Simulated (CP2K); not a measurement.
# MoO3 (molybdenum trioxide): PM6

What is the energy change on altering one bond length of MoO3 (molybdenum trioxide) at PM6? 

Program for the calculation: CP2K 2026.2.

15 further runs of the same task are left out: 12 that didn't finish, 3 set aside as unsound or not needed.

## 1. Starting point

MoO3: 4 atoms, total charge 0, spin state singlet. SMILES: `[O]=[Mo](=[O])=[O]`. The shape is that of a PBE0-D4/def2-TZVP optimisation.

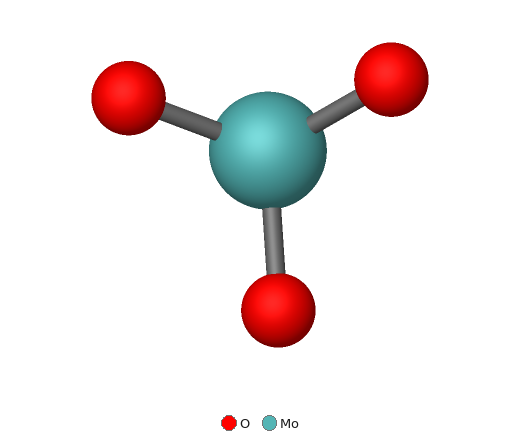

The structure, seen from a chosen angle (oxygen red, molybdenum teal).

## 2. A single-point energy at PM6

run.inp

```
&FORCE_EVAL
    METHOD QS
    &DFT
        CHARGE 0
        MULTIPLICITY 1
        &QS
            METHOD PM6
            EPS_DEFAULT 1.0E-10
            &SE
                &COULOMB
                    CUTOFF [angstrom] 50
                    RC_RANGE [angstrom] 0
                &END COULOMB
                &EXCHANGE
                    CUTOFF [angstrom] 50
                    RC_RANGE [angstrom] 0
                &END EXCHANGE
            &END SE
        &END QS
        &POISSON
            PERIODIC NONE
            POISSON_SOLVER ANALYTIC
        &END POISSON
        &SCF
            SCF_GUESS ATOMIC
            EPS_SCF 1.0E-06
            MAX_SCF 80
            ADDED_MOS 2
            &DIAGONALIZATION
                ALGORITHM STANDARD
            &END DIAGONALIZATION
            &MIXING
                METHOD DIRECT_P_MIXING
                ALPHA 0.4
            &END MIXING
            &SMEAR ON
                METHOD FERMI_DIRAC
                ELECTRONIC_TEMPERATURE [K] 300
            &END SMEAR
        &END SCF
        &PRINT
            &MOMENTS
                PERIODIC F
                REFERENCE COM
                MAX_MOMENT 1
            &END MOMENTS
            &MO ON
                ENERGIES T
                OCCUPATION_NUMBERS T
                NDIGITS 6
                &EACH
                    QS_SCF 0
                &END EACH
                ADD_LAST NUMERIC
            &END MO
            &HIRSHFELD OFF
            &END HIRSHFELD
        &END PRINT
    &END DFT
    &SUBSYS
        &CELL
            ABC [angstrom] 12.5 11.6 12.4
            PERIODIC NONE
        &END CELL
        &COORD
            O      5.012500     5.437200     7.416950
            Mo     5.842400     5.250500     5.954150
            O      7.487500     4.979400     6.243250
            O      5.635300     6.620600     4.983050
        &END COORD
    &END SUBSYS
&END FORCE_EVAL

&GLOBAL
    PROJECT_NAME run
    RUN_TYPE ENERGY
    PRINT_LEVEL MEDIUM
&END GLOBAL
```

Started as:

```console
$ OMP_NUM_THREADS=1 cp2k.psmp -i run.inp -o run.out
```

Log:

```text
CP2K| version string:                                       CP2K version 2026.2
[...]
 GLOBAL| Method name                                                        CP2K
[...]
 GLOBAL| Run type                                                         ENERGY
[...]
                             - Atoms:                                          4
[...]
                             - Spherical basis functions:                     21
[...]
 Number of electrons:                                                         24
[...]
     1 P_Mix/Diag. 0.40E+00    0.0     1.90977101       -34.8290767067 -3.48E+01
[...]
    19 DIIS/Diag.  0.15E-06    0.0     0.00000081       -39.2335098308 -2.45E-11
  *** SCF run converged in    19 steps ***
  Core-core repulsion energy [eV]:                           1236.55348266327724
  Core Hamiltonian energy [eV]:                             -1801.77923263713569
  Two-electron integral energy [eV]:                        -1004.74469214321641
  Electronic energy [eV]:                                   -2304.15157870874373
  Electronic entropic energy:                                  -0.00000000000000
  Fermi energy:                                                -0.10307562678821
  Total energy [eV]:                                        -1067.59809604546672
  Atomic reference energy [eV]:                              1064.09314754484012
  Heat of formation [kcal/mol]:                               -80.82603895087261
[...]
 SE_DIPOLE| Moment [Debye]          1.88239493       3.97958449       2.41703818
 SE_DIPOLE| Derivative [a.u.]       0.00000000       0.00000000       0.00000000
 ENERGY| Total FORCE_EVAL ( QS ) energy [hartree]            -39.233509830785039
[...]
```

Wall time 0.28 s (1 thread of Arm Neoverse V1, shared host).

## 3. The distorted shape, same level

calc.inp

```
&GLOBAL
  PROJECT_NAME calc
  RUN_TYPE ENERGY
  PRINT_LEVEL MEDIUM
&END

&FORCE_EVAL
  METHOD QS
  &DFT
    &QS
      METHOD PM6
      EPS_DEFAULT 1.0E-10
      &SE
        &COULOMB
          CUTOFF [angstrom] 50
          RC_RANGE [angstrom] 0
        &END
        &EXCHANGE
          CUTOFF [angstrom] 50
          RC_RANGE [angstrom] 0
        &END
      &END
    &END
    &POISSON
      PERIODIC NONE
      POISSON_SOLVER ANALYTIC
    &END
    &SCF
      SCF_GUESS ATOMIC
      EPS_SCF 1.0E-06
      MAX_SCF 80
      ADDED_MOS 2
      &DIAGONALIZATION
        ALGORITHM STANDARD
      &END
      &MIXING
        METHOD DIRECT_P_MIXING
        ALPHA 0.4
      &END
      &SMEAR ON
        METHOD FERMI_DIRAC
        ELECTRONIC_TEMPERATURE [K] 300
      &END
    &END
    &PRINT
      &MOMENTS
        PERIODIC F
        REFERENCE COM
        MAX_MOMENT 1
      &END
      &MO ON
        ENERGIES T
        OCCUPATION_NUMBERS T
        NDIGITS 6
        &EACH
          QS_SCF 0
        &END
        ADD_LAST NUMERIC
      &END
      &HIRSHFELD OFF
      &END
    &END
  &END
  &SUBSYS
    &CELL
      ABC 13.8 11.9 12.4
      PERIODIC NONE
    &END
    &COORD
      O      5.004460     5.695640     7.416950
      Mo     5.834360     5.508940     5.954150
      O      8.795540     5.020960     6.474530
      O      5.627260     6.879040     4.983050
    &END
  &END
&END
```

Started as:

```console
$ OMP_NUM_THREADS=1 cp2k.psmp -i calc.inp -o calc.out
```

Log:

```text
CP2K| version string:                                       CP2K version 2026.2
[...]
 GLOBAL| Method name                                                        CP2K
[...]
 GLOBAL| Run type                                                         ENERGY
[...]
                             - Atoms:                                          4
[...]
                             - Spherical basis functions:                     21
[...]
 Number of electrons:                                                         24
[...]
     1 P_Mix/Diag. 0.40E+00    0.0     1.91318079       -35.2646314269 -3.53E+01
[...]
    50 DIIS/Diag.  0.18E-06    0.0     0.00000054       -38.9126736701 -2.42E-13
  *** SCF run converged in    50 steps ***
  Core-core repulsion energy [eV]:                           1057.29268795335838
  Core Hamiltonian energy [eV]:                             -1784.99021354559454
  Two-electron integral energy [eV]:                         -662.34034905965109
  Electronic energy [eV]:                                   -2116.16038807542009
  Electronic entropic energy:                                  -0.00000000000000
  Fermi energy:                                                -0.18053538634877
  Total energy [eV]:                                        -1058.86770012206171
  Atomic reference energy [eV]:                              1064.09314754484012
  Heat of formation [kcal/mol]:                               120.50168978338398
[...]
 SE_DIPOLE| Moment [Debye]          4.62712991       3.92147084       3.09089452
 SE_DIPOLE| Derivative [a.u.]       0.00000000       0.00000000       0.00000000
 ENERGY| Total FORCE_EVAL ( QS ) energy [hartree]            -38.912673670102180
[...]
```

Run time: 0.3 s. Hardware: 1 thread of Arm Neoverse V1, shared host.

## 4. Outcome

Level: PM6.

```
                                                          quantity           value
                                         first shape: total energy    -39.23351 Eh
                                        first shape: dipole moment          5.02 D
                                          first shape: HOMO energy       -11.08 eV
                                          first shape: LUMO energy        -1.91 eV
                                        first shape: HOMO–LUMO gap         9.18 eV
                                    first shape: heat of formation  -80.8 kcal/mol
                                     distorted shape: total energy    -38.91267 Eh
                                    distorted shape: dipole moment          6.81 D
                                      distorted shape: HOMO energy        -8.80 eV
                                      distorted shape: LUMO energy        -4.02 eV
                                    distorted shape: HOMO–LUMO gap         4.78 eV
                                distorted shape: heat of formation  120.5 kcal/mol
energy change with the Mo2–O3 bond stretched from 1.692 to 3.046 Å        8.730 eV
```

**Reading.** With the Mo2–O3 bond stretched from 1.692 to 3.046 Å the energy rises by 8.73 eV (842 kJ/mol). The first shape isn't relaxed at this level, so the change isn't measured from a minimum. A restricted reference can't describe the breaking bond well at this length.
